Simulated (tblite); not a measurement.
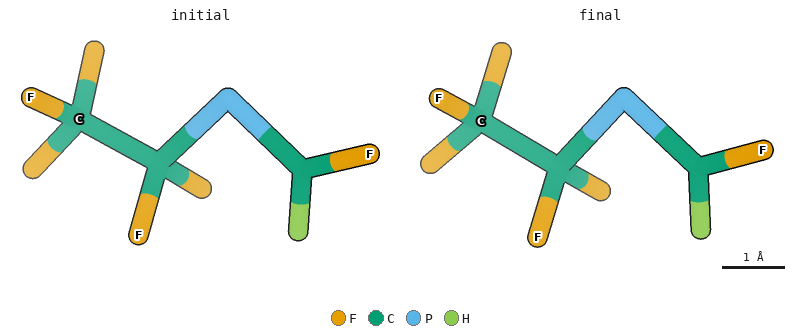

The structure of C3HF6P before (left) and after (right) a relaxation, at one scale.

The picture is a stick view, seen at a tilt.

Level of theory: tblite, GFN2-xTB geometry optimisation, gas phase. 

**What changed between the two?**

The energy falls by 13.9 kJ/mol in 31 geometry steps. The largest move after the best rigid fit is that of an F atom, 0.14 Å. Largest moves by element: F 0.14 Å, C 0.08 Å, P 0.08 Å, H 0.06 Å. Near-neighbour distances that change, for instance: C–F 1.382 → 1.355 Å, C–F 1.351 → 1.325 Å, C–P 1.694 → 1.676 Å, C–H 1.103 → 1.085 Å. Bond angles that change, for instance: P–C–H 122.2° → 127.8°, P–C–C 114.2° → 109.0°, F–C–H 117.1° → 112.1°.
